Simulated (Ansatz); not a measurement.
# CHBTe (SMILES [CH+]=[B-]=[Te]) (triplet): what the fields show

```xyz
4

C     0.0000    0.0000   -0.9305
B     0.0000    0.0000    0.4595
Te    0.0000    0.0000    2.4889
H     0.0000    0.0000   -2.0179
```

Geometry: BLYP-D3(BJ)/def2-SVP; ⟨S²⟩ = 2.07, above the pure value of 2.00; core potentials replace the inner electrons of Te.

Method: Ansatz 0.2.0, isolated molecule in a Gaussian basis; Kohn-Sham density functional theory, functional PBE0.

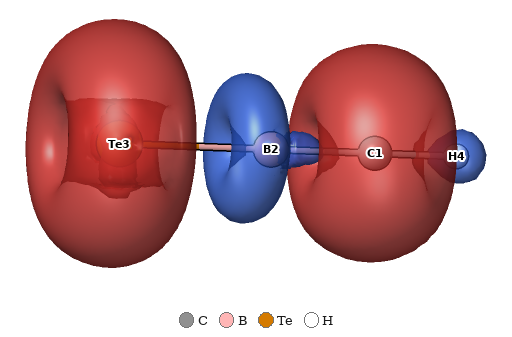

Figure 1. Isosurfaces of the spin density (α minus β) at +0.03 (red) and −0.03 e/Å³ (blue), seen from one side.

Question: Describe the spin distribution.

Answer: The unpaired spin (2 electrons) lies mostly on C1 (about 1.1) and Te3 (about 0.8), in electrons by Hirshfeld's partition.

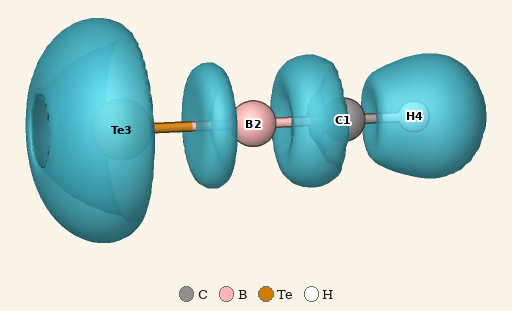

Figure 2. Isosurface of the electron localisation function at 0.75 (cyan), seen from one side. Only the valence region is drawn (cores and ρ < 0.01 e/Å³ removed).

Question: Describe the localisation domains.

Answer: At this value the surface marks out one region between bonded B–C atoms (shared pairs), one region between bonded B–Te atoms (shared pairs), one region around a hydrogen nucleus and one ring or bowl of non-bonding electrons around Te.


C–B (1.39 Å): the ELF peaks at about 0.90 between the atoms: localised, covalent bonding. B–Te (2.03 Å): the ELF peaks at about 0.85 between the atoms; localised, covalent bonding.

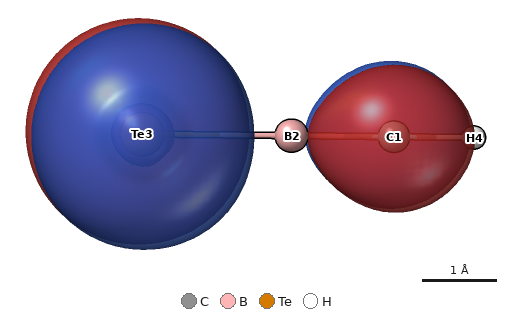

Figure 3. The HOMO (α) at ±0.08 Å⁻³ᐟ² (blue and red are the two phases), seen from one side.

Question: What is the character of this orbital?

Answer: It lies mainly on Te3 (about 70 %) and C1 (about 20 %). It is one of a degenerate set, so its orientation is arbitrary. Its energy is −7.09 eV.
